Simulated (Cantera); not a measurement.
Feed: 1 mol TiO2, 1.1 mol CH4, 1.2 mol CO, at 26.0 mbar.

Equilibrium computed with Cantera from the NASA thermochemical tables; the gas is ideal and each condensed phase is pure. Candidate condensed phases: C, C6H6, C7H8, C8H18, H2O, Ti, TiC, TiO, TiO2, Ti2O3, Ti3O5, Ti4O7; 113 gas species. Mutual solubility and eutectic melting of coexisting phases are not modelled. TiC, TiO: taken at fixed stoichiometry. Condensed phases not in the tables: solid solutions among these carbides, nitrides and lower oxides. Rates play no part.

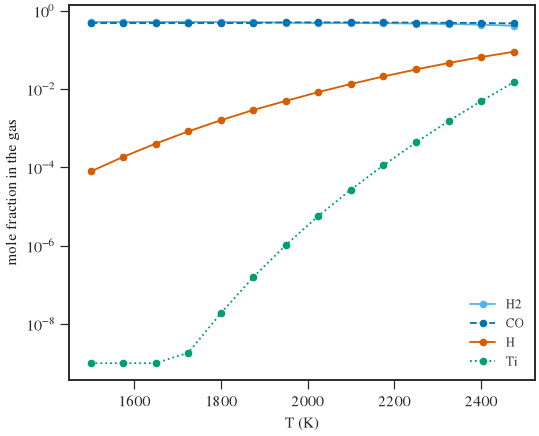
Equilibrium gas composition (values under 1e-9 drawn at 1e-9)

Problem. Read off the mole fractions at 1500 K.

Solution. H2 about 0.52, CO about 0.48, H about 7.8e-5.
